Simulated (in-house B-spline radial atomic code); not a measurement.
**Sn³⁺: binding energies from hole states**

Wanted: ΔSCF binding energies of Sn³⁺.

Method: Dirac-Hartree-Fock, average of configuration, Fermi nucleus, basis-set limit. Code: in-house B-spline radial atomic code version 1.

### 1 What is computed

```
element       : tin (Z = 50)
charge        : +3
electrons     : 47
configuration : [Kr] 4d10 5s1
Hamiltonian   : Dirac-Coulomb
nucleus       : Fermi, rms radius 4.652 fm
```

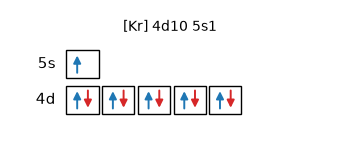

Outer shells as boxes.

The boxes draw the filling by Hund's rule, which heavy ions in jj coupling don't follow; these runs average over all states of the configuration.

Settings, as recorded:

```ini
Z = 50
electrons = 47.0
configuration = [Kr] 4d10 5s1
hamiltonian = dirac
method = hf
spin_polarised = False
nucleus = fermi
rms_radius = 4.6519
mass_number = 120
atomic_mass = 119.902202557
speed_of_light = 137.035999084
```

From the earlier run of the reference: total energy -6174.345453 hartree. Levels, eight at most:

| orbital | occupation | energy (eV) | <r> (bohr) |
| --- | --- | --- | --- |
| 3d3/2 | 4 | -548.75 | 0.3115 |
| 3d5/2 | 6 | -539.89 | 0.3149 |
| 4s1/2 | 2 | -189.31 | 0.8227 |
| 4p1/2 | 2 | -144.83 | 0.8702 |
| 4p3/2 | 4 | -136.93 | 0.8972 |
| 4d3/2 | 4 | -65.400 | 1.067 |
| 4d5/2 | 6 | -64.253 | 1.080 |
| 5s1/2 | 1 | -39.426 | 2.177 |

### 2 The 3d5/2 hole

In configurations, a minus sign after the shell means j = l − 1/2 and a plus sign j = l + 1/2; the count of electrons follows.

Settings, as recorded:

```ini
Z = 50
electrons = 46.0
configuration = 1s2 2s2 2p6 3s2 3p6 3d-4 3d+5 4s2 4p6 4d10 5s1
hamiltonian = dirac
method = hf
spin_polarised = False
nucleus = fermi
rms_radius = 4.6519
mass_number = 120
atomic_mass = 119.902202557
speed_of_light = 137.035999084
```

### 3 The 4s hole

Settings: those of step 2 with these lines changed.

```diff
@@ -2,3 +2,3 @@
 electrons = 46.0
-configuration = 1s2 2s2 2p6 3s2 3p6 3d-4 3d+5 4s2 4p6 4d10 5s1
+configuration = 1s2 2s2 2p6 3s2 3p6 3d10 4s1 4p6 4d10 5s1
 hamiltonian = dirac
```

### 4 The 4p1/2 hole

Settings: those of step 3 with these lines changed.

```diff
@@ -2,3 +2,3 @@
 electrons = 46.0
-configuration = 1s2 2s2 2p6 3s2 3p6 3d10 4s1 4p6 4d10 5s1
+configuration = 1s2 2s2 2p6 3s2 3p6 3d10 4s2 4p-1 4p+4 4d10 5s1
 hamiltonian = dirac
```

### 5 The 4p3/2 hole

Settings: those of step 4 with these lines changed.

```diff
@@ -2,3 +2,3 @@
 electrons = 46.0
-configuration = 1s2 2s2 2p6 3s2 3p6 3d10 4s2 4p-1 4p+4 4d10 5s1
+configuration = 1s2 2s2 2p6 3s2 3p6 3d10 4s2 4p-2 4p+3 4d10 5s1
 hamiltonian = dirac
```

### 6 The 4d3/2 hole

Settings: those of step 5 with these lines changed.

```diff
@@ -2,3 +2,3 @@
 electrons = 46.0
-configuration = 1s2 2s2 2p6 3s2 3p6 3d10 4s2 4p-2 4p+3 4d10 5s1
+configuration = 1s2 2s2 2p6 3s2 3p6 3d10 4s2 4p6 4d-3 4d+6 5s1
 hamiltonian = dirac
```

### 7 The 4d5/2 hole

Settings: those of step 6 with these lines changed.

```diff
@@ -2,3 +2,3 @@
 electrons = 46.0
-configuration = 1s2 2s2 2p6 3s2 3p6 3d10 4s2 4p6 4d-3 4d+6 5s1
+configuration = 1s2 2s2 2p6 3s2 3p6 3d10 4s2 4p6 4d-4 4d+5 5s1
 hamiltonian = dirac
```

### 8 The 5s hole

Settings: those of step 7 with these lines changed.

```diff
@@ -2,3 +2,3 @@
 electrons = 46.0
-configuration = 1s2 2s2 2p6 3s2 3p6 3d10 4s2 4p6 4d-4 4d+5 5s1
+configuration = 1s2 2s2 2p6 3s2 3p6 3d10 4s2 4p6 4d10
 hamiltonian = dirac
```

Q: What does each hole state cost in eV, and how does that compare with the orbital energies or single holes?

**Answer**, as computed:

| hole | ΔSCF (eV) | with Breit, QED, recoil (eV) | −ε of the parent (eV) | −ε less ΔSCF (eV) |
| --- | --- | --- | --- | --- |
| 3d5/2 | 525.04 | 524.91 | 539.89 | 14.85 |
| 4s | 185.51 | 185.23 | 189.31 | 3.80 |
| 4p1/2 | 141.65 | 141.44 | 144.83 | 3.19 |
| 4p3/2 | 133.96 | 133.85 | 136.93 | 2.97 |
| 4d3/2 | 63.189 | 63.188 | 65.400 | 2.21 |
| 4d5/2 | 62.118 | 62.147 | 64.253 | 2.14 |
| 5s | 39.287 | 39.249 | 39.426 | 0.14 |

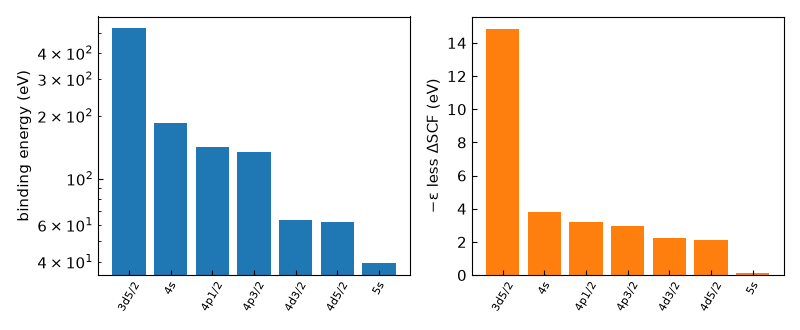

Binding energies (left) and their distance from the parent's orbital energies (right).

**Reading.** Relaxation of the remaining electrons brings each binding energy under −ε, by 14.9 eV for 3d5/2 and 0.14 eV for 5s. Two partly filled shells share a symmetry and can mix in the average, which may lower the energy, in these hole states: 4s. Values are for the free ion, measured from the vacuum level.
